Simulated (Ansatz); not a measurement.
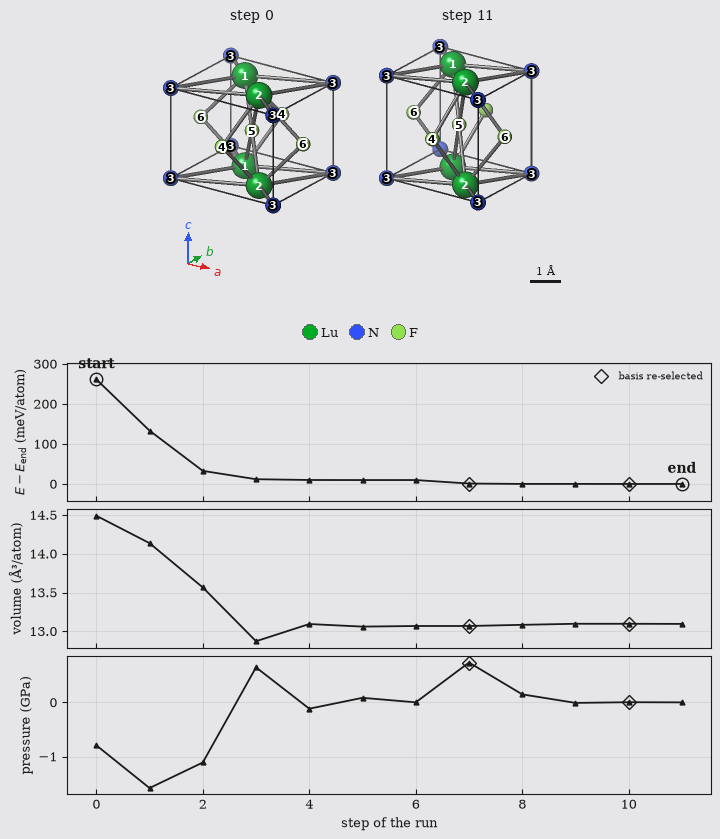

First and last geometry of a relaxation of a crystal of Lu$_{2}$NF$_{3}$ (a generated structure, set up in P6/mmm), with the history of the run. A ball-and-stick model of the cell of the calculation, seen slightly off an axis.

These are results of DFT PBE, scalar-relativistic, plane waves, PAW in Ansatz 0.2.0, not measurements. Set-up: plane-wave cutoff 420 eV; k-point mesh 12 × 12 × 12; occupations gaussian; smearing width 0.1 eV; no spin polarisation; cell and atoms relaxed; force threshold 0.01 eV/Å; at most 80 steps.

What do the curves and the structures tell?

Answer. The run was cut off at its time limit before the relaxation converged, so the last structure is only a point on the way. The energy falls by 261 meV per atom in 9 accepted moves (11 points after the start). All forces vanish by symmetry, so only the cell relaxes. Pressure: −0.79 GPa at the start and 0.00 GPa at the end. At 2 points the geometry stayed and the basis and grid were re-selected for the new cell (energy shift of 8.7 meV per atom at most each time). The atoms keep their places relative to the cell (all moves are under 0.005 Å). The volume changes by −9.6 %, with a = b 5.633 → 5.021 Å (−10.9 %), c 3.164 → 3.599 Å (+13.7 %). Among the contacts that change: Lu1–Lu1 3.164 → 3.599 Å, Lu1–Lu2 3.252 → 2.899 Å, Lu1–N3 3.252 → 2.899 Å, Lu1–F4 2.269 → 2.311 Å. Bond angles that change, for instance: F4–Lu1–F4 88.4° → 102.3°, Lu1–F5–Lu2 91.6° → 77.7°, Lu1–F5–Lu1 88.4° → 102.3°. The space group stays P6/mmm (No. 191). The run took 11 min on 1 thread of Arm Neoverse V2, on a shared host, peak memory 0.63 GiB.
